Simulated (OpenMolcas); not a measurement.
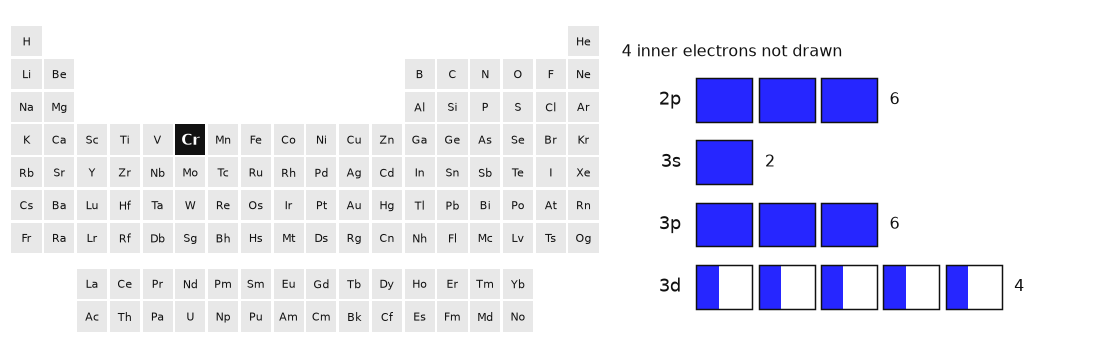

Left, the place of chromium in the periodic table; right, the outer shells of the leading configuration of the lowest level: a box for each of the 2l + 1 orbitals, shaded by the share of the shell that is filled, with the electron count at the right.

## Run report: Cr²⁺ complex, multiconfigurational calculation (part 1 of 2)

Cr²⁺ with 6 ligands (Cl; octahedron, 2.768 Å), embedded in NaCl by model potentials and point charges, whose field is part of the energies. Computed at this level: state-averaged CASSCF, active space 4 electrons in the shell 3d, basis ANO-RCC-VDZP on the metal and ANO-RCC-VDZP on the ligands, DKH2 scalar Hamiltonian, spin-orbit coupling by RASSI with atomic mean-field integrals (OpenMolcas).

### Results in brief

| quantity | value |
| --- | --- |
| outcome | converged |
| energy of the lowest spin-free term | −3817.60928 hartree |
| energy of the lowest spin-orbit level | −3817.60945 hartree |
| largest spread among components of a term | 0.0 cm⁻¹ |
| hardware | 1 thread of Arm Neoverse V2, 24 GiB of memory available, shared host |
| wall time | 49 s |
| peak memory | 0.18 GiB |

### Remarks

Without dynamic correlation the splittings between terms come out too large, often by 20 to 50 %. Caveats: orbital doublet at a regular site, Jahn-Teller distortion not allowed for; small active space favours high spin, ground spin may be wrong; the geometry is set by hand, with no relaxation.

### The input
```
&GATEWAY
Basis set
Cr.ANO-RCC-VDZP.
Cr1 0.0 0.0 0.0 Angstrom
End of basis
Basis set
Cl.ANO-RCC-VDZP.
L1 2.768000 0.000000 0.000000 Angstrom
L2 0.000000 2.768000 0.000000 Angstrom
L3 0.000000 0.000000 2.768000 Angstrom
End of basis
Basis set
Na.EMB-AIMP.Barandiaran.6s3p.1s1p.ECP.NaCl.
PseudoCharge
* 3 symmetry-unique lattice sites within 7.6 angstrom
End of basis
Basis set
Na.EMB-AIMP.Barandiaran.0s.0s.ECP.NaCl.
PseudoCharge
* 18 symmetry-unique lattice sites within 7.6 angstrom
End of basis
Basis set
Cl.EMB-AIMP.Barandiaran.0s.0s.ECP.NaCl.
PseudoCharge
* 16 symmetry-unique lattice sites within 7.6 angstrom
End of basis
Symmetry
XYZ
AngMom=0.0 0.0 0.0
AMFI
RICD
XField
1058 Angstrom 0
* Evjen-weighted lattice charges
&SEWARD
&RASSCF
FileOrb=start.orb
Symmetry=1
Spin=5
nActEl=4 0 0
Inactive=30 33
Ras2=5 0
CIRoot=5 5 1
SDav=5
CIMx=300
Iter=150 100
PrWF=0.3
OrbListing=Nothing
MaxOrb=0
LevShft=1.0
>>> COPY $Project.JobIph JOB001
&RASSCF
FileOrb=start.orb
Symmetry=1
Spin=3
nActEl=4 0 0
Inactive=30 33
Ras2=5 0
CIRoot=45 45 1
SDav=45
CIMx=300
Iter=150 100
PrWF=0.3
OrbListing=Nothing
MaxOrb=0
LevShft=1.0
>>> COPY $Project.JobIph JOB002
&RASSCF
FileOrb=start.orb
Symmetry=1
Spin=1
nActEl=4 0 0
Inactive=30 33
Ras2=5 0
CIRoot=50 50 1
SDav=50
CIMx=300
Iter=150 100
PrWF=0.3
OrbListing=Nothing
MaxOrb=0
LevShft=1.0
>>> COPY $Project.JobIph JOB003
&RASSI
NrOfJobIphs=3 5 45 50
1 2 3 4 5
1 2 3 4 5 6 7 8 9 10 11 12 13 14 15 16 17 18 19 20 21 22 23 24 25 26 27
28 29 30 31 32 33 34 35 36 37 38 39 40 41 42 43 44 45
1 2 3 4 5 6 7 8 9 10 11 12 13 14 15 16 17 18 19 20 21 22 23 24 25 26 27
28 29 30 31 32 33 34 35 36 37 38 39 40 41 42 43 44 45 46 47 48 49 50
IphNames
JOB001
JOB002
JOB003
EJob
SpinOrbit
DIPRint=1.0
SOCoupling=1000.0
Subsets=2
Property=9
'ANGMOM' 1 'ANGMOM' 2 'ANGMOM' 3 'MLTPL  1' 1 'MLTPL  1' 2 'MLTPL  1' 3
'AMFI' 1 'AMFI' 2 'AMFI' 3
SOProperty=3
'ANGMOM' 1 'ANGMOM' 2 'ANGMOM' 3
```

The file start.orb holds starting orbitals from an earlier step. A driver script formed the levels outside the program, from RASSI's spin-orbit matrix and the active-space energies, averaged over the components of each term or state.

Launched with:
```bash
OMP_NUM_THREADS=1 MOLCAS_MEM=2457 MOLCAS_PROJECT=a pymolcas a.inp > a.log  # once for each step of the input, in one work folder
```

### Log (extracts)
```
--- SEWARD ---
Basis set label: CR.ANO-RCC...5S4P2D1F.

      Electronic valence basis set:
      ------------------
      Associated Effective Charge  24.000000 au
      Associated Actual Charge     24.000000 au
      Nuclear Model: Point charge

      Shell  nPrim  nBasis  Cartesian Spherical Contaminant
         s      21       5        X
         p      15       4        X
         d      10       2                 X
         f       6       1                 X
                  Relativistic Douglas-Kroll-Hess integrals:
                    - DKH order of Hamiltonian: 2
                    - DKH order of Properties : 0
                  Atomic mean-field integrals
--- RASSCF ---
Wave function specifications:
      -----------------------------

      Number of closed shell electrons         126
      Number of electrons in active shells       4
      Max number of holes in RAS1 space          0
      Max nr of electrons in RAS3 space          0
      Number of inactive orbitals               63
      Number of active orbitals                  5
      Number of secondary orbitals              98
      Spin quantum number                      2.0
      State symmetry                             1
Orbital specifications:
      -----------------------

      Symmetry species                           1   2
                                                ag  au
      Frozen orbitals                            0   0
      Inactive orbitals                         30  33
      Active orbitals                            5   0
      RAS1 orbitals                              0   0
      RAS2 orbitals                              5   0
      RAS3 orbitals                              0   0
      Secondary orbitals                        46  52
      Deleted orbitals                           0   0
      Number of basis functions                 81  85
      Number of CSFs                             5
      Number of root(s) required                 5
      Iter CI   SX   CI       RASSCF       Energy    max ROT     max BLB   max BLB  Level Ln srch  Step   QN
          iter iter root      energy       change     param      element    value   shift minimum  type update
 Nr of preliminary CI iterations:   1
      Total energies have been shifted. Add                -3000.00 au
        1   1   10    0  -817.27480048    0.00E+00  -6.89E-02   30  70 1  1.74E-01*  0.94   0.00    SX    NO
        2   1   10    0  -817.53185502   -2.57E-01*  3.03E-02   11  34 2  8.98E-02*  0.73   0.00    SX    NO
        3   1   10    0  -817.58292722   -5.11E-02*  1.61E-02   11  34 2  4.77E-02*  0.73   0.00    SX    NO
        4   1    9    0  -817.59370583   -1.08E-02* -9.07E-03   33  36 2  2.70E-02*  0.75   0.00    SX    NO
        5   1    9    0  -817.59703028   -3.32E-03* -1.21E-02   33  36 2  1.65E-02*  0.75   2.44    LS   YES
        6   1    9    0  -817.59881450   -1.78E-03*  2.37E-03    6  46 2 -7.25E-03*  0.76   1.08    QN   YES
        7   1    8    0  -817.59904965   -2.35E-04*  1.79E-03    8  36 1  1.65E-03*  0.76   1.77    LS   YES
        8   1    8    0  -817.59910369   -5.40E-05* -1.12E-03    6  46 2  3.10E-03*  0.76   1.01    QN   YES
        9   1    7    0  -817.59913658   -3.29E-05* -5.38E-04   33  71 2  5.82E-04*  0.76   1.31    QN   YES
       10   1    7    0  -817.59914364   -7.07E-06* -1.46E-04   33  39 1  1.79E-04*  0.76   1.20    QN   YES
       11   1    6    0  -817.59914438   -7.35E-07* -5.23E-05   33  68 2  8.97E-05   0.76   1.31    QN   YES
       12   1    6    0  -817.59914449   -1.08E-07* -1.46E-05   33  68 2  3.42E-05   0.76   1.24    QN   YES
       13   1    5    0  -817.59914450   -1.33E-08*  6.36E-06   30  67 1  1.19E-05   0.76   1.28    QN   YES
       14   1    4    0  -817.59914450   -2.53E-09  -2.91E-06   30  67 1  5.18E-06   0.76   1.13    QN   YES
      Convergence after 14 iterations
       15   1    4    0  -817.59914450   -1.04E-09  -2.91E-06    4  34 2  1.99E-06   0.76   1.13    QN   YES
      Natural orbitals and occupation numbers for root  1
      sym 1:   1.000000   1.000000   1.000000   1.000000   0.000000
      Natural orbitals and occupation numbers for root  2
      sym 1:   1.000000  -0.000000   1.000000   1.000000   1.000000
      Natural orbitals and occupation numbers for root  3
      sym 1:  -0.000000   1.000000   1.000000   1.000000   1.000000
::    RASSCF root number  1 Total energy:  -3817.60927759
::    RASSCF root number  2 Total energy:  -3817.60927759
::    RASSCF root number  3 Total energy:  -3817.59238912
::    RASSCF root number  4 Total energy:  -3817.59238912
::    RASSCF root number  5 Total energy:  -3817.59238912
--- RASSCF ---
Wave function specifications:
      -----------------------------

      Number of closed shell electrons         126
      Number of electrons in active shells       4
      Max number of holes in RAS1 space          0
      Max nr of electrons in RAS3 space          0
      Number of inactive orbitals               63
      Number of active orbitals                  5
      Number of secondary orbitals              98
      Spin quantum number                      1.0
      State symmetry                             1
Orbital specifications:
      -----------------------

      Symmetry species                           1   2
                                                ag  au
      Frozen orbitals                            0   0
      Inactive orbitals                         30  33
      Active orbitals                            5   0
      RAS1 orbitals                              0   0
      RAS2 orbitals                              5   0
      RAS3 orbitals                              0   0
      Secondary orbitals                        46  52
      Deleted orbitals                           0   0
      Number of basis functions                 81  85
      Number of CSFs                            45
      Number of root(s) required                45
      Iter CI   SX   CI       RASSCF       Energy    max ROT     max BLB   max BLB  Level Ln srch  Step   QN
          iter iter root      energy       change     param      element    value   shift minimum  type update
 Nr of preliminary CI iterations:   1
      Total energies have been shifted. Add                -3000.00 au
        1   1    9    0  -817.46639791    0.00E+00  -1.19E-02   34  40 1 -1.75E-02*  0.75   0.00    SX    NO
        2   1    9    0  -817.46770708   -1.31E-03*  3.82E-03   20  46 2 -1.34E-02*  0.74   0.00    SX    NO
        3   1    8    0  -817.46796669   -2.60E-04* -1.98E-03   34  40 1 -2.69E-03*  0.74   0.00    SX    NO
        4   1    8    0  -817.46803223   -6.55E-05* -1.33E-03   26  35 1 -1.74E-03*  0.74   0.00    SX    NO
        5   1    7    0  -817.46805167   -1.94E-05* -1.56E-03   26  35 1 -1.01E-03*  0.74   2.18    LS   YES
        6   1    7    0  -817.46805973   -8.06E-06* -2.61E-04   20  46 2  1.29E-03*  0.74   1.01    QN   YES
        7   1    7    0  -817.46806099   -1.26E-06* -8.23E-05   34  40 1  1.58E-04*  0.74   0.93    QN   YES
        8   1    6    0  -817.46806110   -1.09E-07* -1.23E-04   34  40 1  4.96E-05   0.74   2.50    LS   YES
        9   1    6    0  -817.46806109    1.71E-08* -4.78E-05   34  40 1 -1.13E-04*  0.74   0.45    LS   YES
       10   1    6    0  -817.46806113   -4.44E-08* -2.88E-05   20  46 2  5.59E-05   0.74   1.41    QN   YES
       11   1    5    0  -817.46806114   -1.29E-08*  1.08E-05   22  36 1 -1.98E-05   0.74   1.33    QN   YES
       12   1    5    0  -817.46806114   -1.17E-09   1.63E-05   20  46 2 -9.63E-06   0.74   2.50    LS   YES
      Convergence after 12 iterations
       13   1    5    0  -817.46806114    8.72E-10   1.63E-05    6  46 2  1.72E-05   0.74   2.50    LS   YES
      Natural orbitals and occupation numbers for root  1
      sym 1:   0.208825   1.724357   0.068113   0.999349   0.999355
      Natural orbitals and occupation numbers for root  2
      sym 1:   0.068112   0.999350   0.208828   0.999355   1.724355
      Natural orbitals and occupation numbers for root  3
      sym 1:   0.068112   0.999350   0.208827   1.724355   0.999355
::    RASSCF root number  1 Total energy:  -3817.53171156
::    RASSCF root number  2 Total energy:  -3817.53171156
::    RASSCF root number  3 Total energy:  -3817.53171156
::    RASSCF root number  4 Total energy:  -3817.52168027
::    RASSCF root number  5 Total energy:  -3817.52168027
::    RASSCF root number  6 Total energy:  -3817.51651880
::    RASSCF root number  7 Total energy:  -3817.51651880
::    RASSCF root number  8 Total energy:  -3817.51651879
::    RASSCF root number  9 Total energy:  -3817.51545096
::    RASSCF root number 10 Total energy:  -3817.51545096
::    RASSCF root number 11 Total energy:  -3817.51545096
::    RASSCF root number 12 Total energy:  -3817.50824995
::    RASSCF root number 13 Total energy:  -3817.50306860
::    RASSCF root number 14 Total energy:  -3817.50306860
::    RASSCF root number 15 Total energy:  -3817.50306860
::    RASSCF root number 16 Total energy:  -3817.50169167
::    RASSCF root number 17 Total energy:  -3817.49870405
::    RASSCF root number 18 Total energy:  -3817.49870405
::    RASSCF root number 19 Total energy:  -3817.49870405
::    RASSCF root number 20 Total energy:  -3817.49342028
::    RASSCF root number 21 Total energy:  -3817.49342028
::    RASSCF root number 22 Total energy:  -3817.49109607
::    RASSCF root number 23 Total energy:  -3817.49109607
::    RASSCF root number 24 Total energy:  -3817.49109607
::    RASSCF root number 25 Total energy:  -3817.48338467
::    RASSCF root number 26 Total energy:  -3817.48338467
::    RASSCF root number 27 Total energy:  -3817.48338467
::    RASSCF root number 28 Total energy:  -3817.47970853
::    RASSCF root number 29 Total energy:  -3817.47970853
::    RASSCF root number 30 Total energy:  -3817.47970853
--- RASSCF ---
Wave function specifications:
      -----------------------------

      Number of closed shell electrons         126
      Number of electrons in active shells       4
      Max number of holes in RAS1 space          0
      Max nr of electrons in RAS3 space          0
      Number of inactive orbitals               63
      Number of active orbitals                  5
      Number of secondary orbitals              98
      Spin quantum number                      0.0
      State symmetry                             1
Orbital specifications:
      -----------------------

      Symmetry species                           1   2
                                                ag  au
      Frozen orbitals                            0   0
      Inactive orbitals                         30  33
      Active orbitals                            5   0
      RAS1 orbitals                              0   0
      RAS2 orbitals                              5   0
      RAS3 orbitals                              0   0
      Secondary orbitals                        46  52
      Deleted orbitals                           0   0
      Number of basis functions                 81  85
      Number of CSFs                            50
      Number of root(s) required                50
      Iter CI   SX   CI       RASSCF       Energy    max ROT     max BLB   max BLB  Level Ln srch  Step   QN
          iter iter root      energy       change     param      element    value   shift minimum  type update
 Nr of preliminary CI iterations:   1
      Total energies have been shifted. Add                -3000.00 au
        1   1    9    0  -817.40336332    0.00E+00  -5.64E-03   34  40 1 -8.21E-03*  0.74   0.00    SX    NO
        2   1    8    0  -817.40369359   -3.30E-04* -2.10E-03   21  44 2 -6.53E-03*  0.73   0.00    SX    NO
        3   1    8    0  -817.40376500   -7.14E-05*  1.12E-03   27  33 1  1.46E-03*  0.73   0.00    SX    NO
        4   1    7    0  -817.40378464   -1.96E-05*  7.65E-04   27  33 1  9.95E-04*  0.73   0.00    SX    NO
        5   1    7    0  -817.40379095   -6.32E-06*  9.85E-04   27  33 1  5.89E-04*  0.73   2.29    LS   YES
        6   1    7    0  -817.40379388   -2.93E-06* -1.49E-04   21  44 2  7.71E-04*  0.73   1.00    QN   YES
        7   1    6    0  -817.40379431   -4.34E-07* -4.89E-05   34  40 1  9.21E-05   0.73   0.92    QN   YES
        8   1    6    0  -817.40379435   -3.32E-08* -7.33E-05   22  36 1 -3.95E-05   0.73   2.50    LS   YES
        9   1    6    0  -817.40379434    8.46E-09  -2.98E-05   21  44 2  7.34E-05   0.73   0.42    LS   YES
      Convergence after  9 iterations
       10   1    6    0  -817.40379436   -1.71E-08* -2.98E-05   21  44 2  4.32E-05   0.73   0.42    LS   YES
      Natural orbitals and occupation numbers for root  1
      sym 1:   0.125710   1.676368   0.210732   0.995069   0.992122
      Natural orbitals and occupation numbers for root  2
      sym 1:   0.206377   1.001701   0.125285   1.681691   0.984946
      Natural orbitals and occupation numbers for root  3
      sym 1:   0.125287   0.985640   0.206407   1.001002   1.681664
::    RASSCF root number  1 Total energy:  -3817.48885455
::    RASSCF root number  2 Total energy:  -3817.48885455
::    RASSCF root number  3 Total energy:  -3817.48885455
::    RASSCF root number  4 Total energy:  -3817.48780971
::    RASSCF root number  5 Total energy:  -3817.48780971
::    RASSCF root number  6 Total energy:  -3817.47874036
::    RASSCF root number  7 Total energy:  -3817.47668707
::    RASSCF root number  8 Total energy:  -3817.47668707
::    RASSCF root number  9 Total energy:  -3817.47668707
::    RASSCF root number 10 Total energy:  -3817.47648601
::    RASSCF root number 11 Total energy:  -3817.47319396
::    RASSCF root number 12 Total energy:  -3817.47319396
::    RASSCF root number 13 Total energy:  -3817.47319396
::    RASSCF root number 14 Total energy:  -3817.46264795
::    RASSCF root number 15 Total energy:  -3817.46264795
::    RASSCF root number 16 Total energy:  -3817.46264795
::    RASSCF root number 17 Total energy:  -3817.46004211
::    RASSCF root number 18 Total energy:  -3817.46004211
::    RASSCF root number 19 Total energy:  -3817.44937785
::    RASSCF root number 20 Total energy:  -3817.44591302
::    RASSCF root number 21 Total energy:  -3817.44591302
::    RASSCF root number 22 Total energy:  -3817.44591302
::    RASSCF root number 23 Total energy:  -3817.44197581
::    RASSCF root number 24 Total energy:  -3817.44197581
::    RASSCF root number 25 Total energy:  -3817.42549200
::    RASSCF root number 26 Total energy:  -3817.42378363
::    RASSCF root number 27 Total energy:  -3817.42378363
::    RASSCF root number 28 Total energy:  -3817.42378363
::    RASSCF root number 29 Total energy:  -3817.40583111
::    RASSCF root number 30 Total energy:  -3817.40583111
```

(Continued in part 2.)
